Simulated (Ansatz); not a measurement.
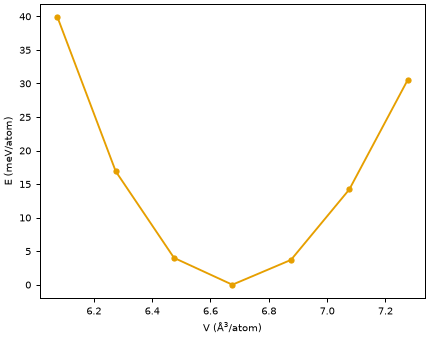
Figure. Be2C (fluorite or antifluorite type, Fm-3m) under volume change, PBEsol in the plane-wave PAW code Ansatz, scaled uniformly.

Task: What does a third-order Birch–Murnaghan fit give for V₀, B₀ and B′?

Result: V₀ = 6.68 Å³/atom, B₀ = 206 GPa, B′ = 3.5.

The PBEsol relaxation kept the symmetry of its start.

Potentials: the later of the program's two PAW sets.
